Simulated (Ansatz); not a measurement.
## A computed series for hypothetical anatase ZnF2: response to strain

Take ZnF$_{2}$ in the anatase structure (space group I4_1/amd, No. 141; a = 4.0243 Å, c = 10.0586 Å; a hypothetical phase, not in the database extracts checked) as the base. Axes: x, y, z lie along a, b, c of the conventional cell.

Strains are applied to the cell and any free atomic positions relax; under biaxial strain the out-of-plane vector relaxes too.

Calculations: DFT with PBE, PAW potentials and a 420 eV plane-wave cutoff in Ansatz (a first-principles code), no spin-orbit coupling.

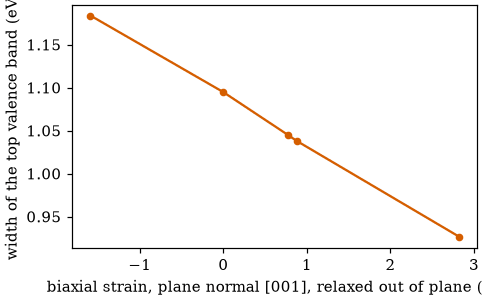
Width of the top valence band against biaxial strain, plane normal [001], relaxed out of plane

From the plot, what is the width of the top valence band for biaxial strain −1.59 %, plane normal [001], relaxed out of plane?

About 1.18 eV.

Is the trend monotonic over the range shown?

Yes, it falls throughout, spanning 0.93 eV to 1.18 eV.

The levels and masses belong to the bands next to the band gap. No phonon test of stability was made.
